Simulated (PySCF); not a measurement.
The calculation's input:

```
{"job": {"kind": "uv", "xc": "PBE0", "basis": "def2-SVPD", "nstates": 5, "ntriplets": 0}, "charge": 0, "multiplicity": 1}
B      1.149000     0.108400     0.216000
Si    -0.728000    -0.016700    -0.092000
H      1.529600     1.039000     0.774800
H      1.983700    -0.754100    -0.177600
H     -1.221200     1.134700    -0.851700
H     -1.406300    -1.079200    -0.766200
H     -1.574900     0.258300     1.058900
```

Run with:

```sh
OMP_NUM_THREADS=1 python probes_run.py task.json out
```

Geometry: GFN2-xTB, MD frame at 250 fs, 200 K.

Method: PBE0/def2-SVPD, SCF density, gas phase (PySCF 2.14.0).

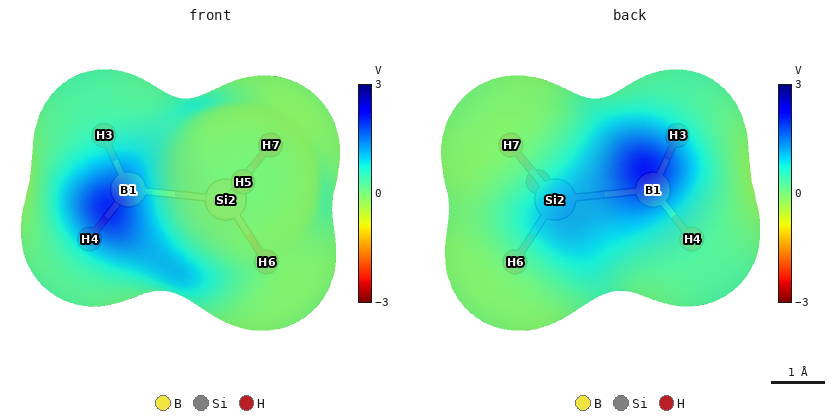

BH$_{5}$Si (boranylsilane). The molecular electrostatic potential painted on the density surface at 0.002 e/bohr³, seen from the front and from behind; the colour scale runs from red (negative) to blue (positive).

Question: Describe the electrostatic potential map.

Answer: The most negative region (about −0.2 V) lies over H5 and H7, the most positive (about +2.1 V) over B1.
